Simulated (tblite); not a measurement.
**Polarizability calculation, with input and output: BSiPH$_{5}$F**

System: BSiPH$_{5}$F.
Method: GFN1-xTB, R-SCC (tblite 0.8.0).

The geometry comes from this level: GFN2-xTB.

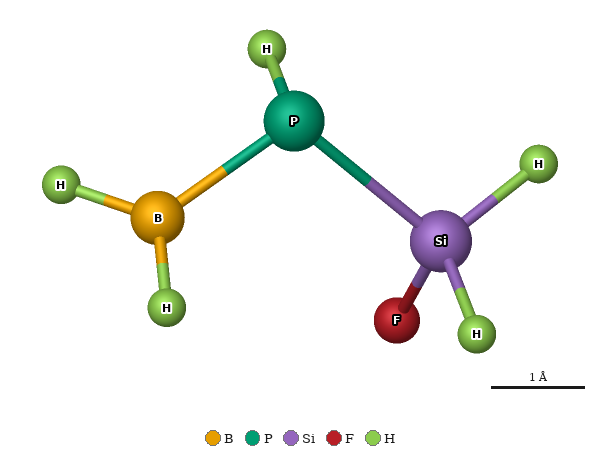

Fig. 1: The structure (ball-and-stick view, seen at a tilt).

Input file (xtb_job.py)
```python
# GFN1-xTB finite-field polarizability
import json
import numpy as np
from tblite.interface import Calculator
from tblite.library import ffi
from tblite.interface import symbols_to_numbers

symbols = list(map(str, np.loadtxt("start.xyz", skiprows=2, usecols=0, dtype=str, ndmin=1)))
numbers = np.array(symbols_to_numbers(symbols))
positions = np.loadtxt("start.xyz", skiprows=2, usecols=(1, 2, 3), ndmin=2) / 0.52917721

def dipole(field):
    tb = Calculator("GFN1-xTB", numbers, positions, charge=0, uhf=0)
    tb.set("verbosity", 0)
    tb.set("accuracy", 0.01)
    tb.add("electric-field", ffi.new("double[3]", list(field)))
    return tb.singlepoint()

F = 0.001  # field step, atomic units
res = dipole([0.0, 0.0, 0.0])
alpha = np.array([(dipole(F * v).get('dipole') - dipole(-F * v).get('dipole')) / (2 * F) for v in np.eye(3)])
print(f"E = {res.get('energy'):.8f} Eh")
print("polarizability tensor (bohr^3)")
for row in alpha:
    print("".join(f"{v:12.4f}" for v in row))
w = np.linalg.eigvalsh((alpha + alpha.T) / 2)
print("principal values", np.round(w, 3), " isotropic %.3f" % w.mean())
out = {k: np.asarray(res.get(k)).tolist() for k in ("energy", "gradient", "charges", "dipole", "orbital-energies", "orbital-occupations")}
out.update(symbols=symbols, positions=(positions * 0.529177210903).tolist(), alpha=alpha.tolist())
json.dump(out, open("results.json", "w"))
```

File start.xyz
```
9

B     -0.532970     1.197230    -1.244430
P      0.725730     0.892030     0.046950
Si     0.085200    -0.931350     1.143990
F     -0.286140    -2.169000     0.174410
H     -0.216340     1.421910    -2.346040
H     -1.651250     1.296760    -0.913980
H      1.812790     0.404740    -0.650580
H     -1.146650    -0.678830     1.872860
H      1.209620    -1.433490     1.916820
```

Run as:
```bash
python xtb_job.py
```

What the program printed
```
E = -13.77379285 Eh
polarizability tensor (bohr^3)
     69.8247     -2.8283      7.5092
     -2.8288     71.1299    -14.9090
      7.5096    -14.9087     76.7115
principal values [58.06  67.867 91.739]  isotropic 72.555
```

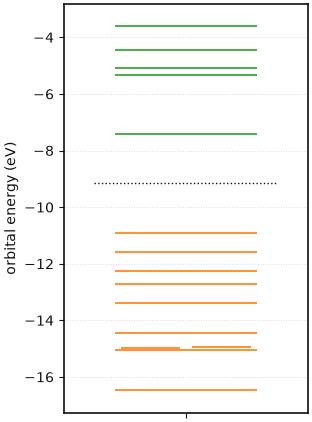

Fig. 2: Orbital energies near the frontier; the dotted line parts filled from empty levels, and levels within 0.02 eV of each other stand side by side. Highest filled −10.90 eV, lowest empty −7.40 eV, 3.50 eV apart.

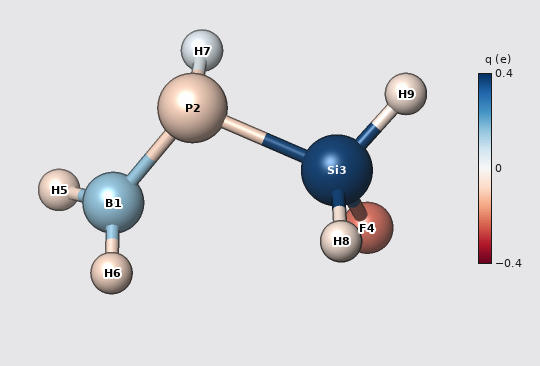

Fig. 3: Mulliken charges, as the colour of each atom (ball-and-stick view, seen at a tilt; atoms are numbered from 1 in the order of the input). By element: B +0.16, P −0.09, Si +0.38, F −0.24 and H −0.08 to +0.05 e.

Summary

```json
{"quantity": "outcome", "value": "converged"}
{"quantity": "total energy", "value": "−13.773793 hartree"}
{"quantity": "basis functions", "value": "36"}
{"quantity": "largest force", "value": "0.993 eV/Å"}
{"quantity": "HOMO", "value": "−10.90 eV"}
{"quantity": "LUMO", "value": "−7.40 eV"}
{"quantity": "dipole moment", "value": "1.19 D"}
{"quantity": "hardware", "value": "1 thread of Intel Xeon @ 2.50GHz (Skylake/Cascade Lake), 189 GiB of memory available, shared host"}
{"quantity": "wall time", "value": "1.9 s"}
{"quantity": "peak memory", "value": "0.067 GiB"}
```
